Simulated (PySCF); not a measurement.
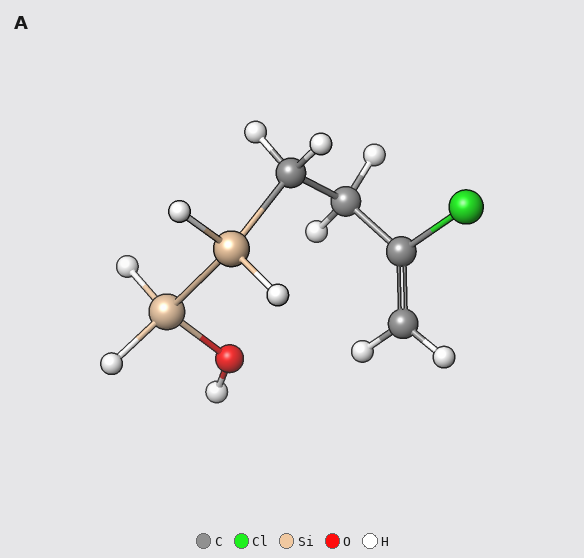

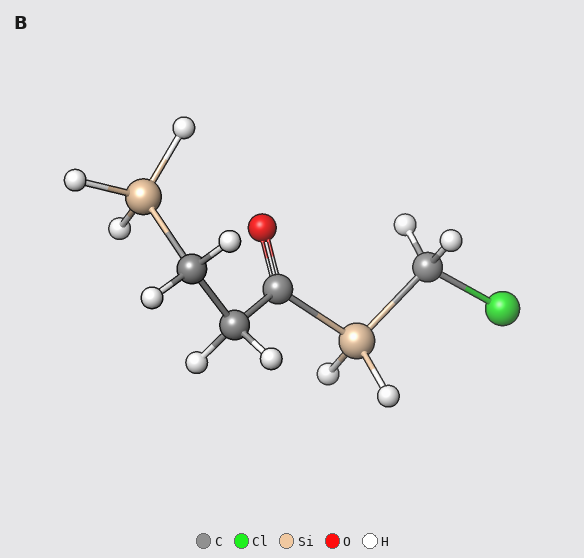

2 stationary structures of one formula. Geometries: GFN2-xTB. Electronic energies: PBE0/pcSseg-1 (PySCF 2.14.0), without zero-point energy. No frequency run is at hand to confirm each as a minimum. Each is one conformer, not always the lowest.

Which structure is the most stable?

A is lowest; B lies 0.907 eV above it. A is `C=C(Cl)CC[SiH2][SiH2]O`, B is `O=C(CC[SiH3])[SiH2]CCl`.

The geometry is semi-empirical. Around Si such bond lengths and angles can be off by a tenth of an ångström or more and by several degrees, and values that hang on the shape move with them.
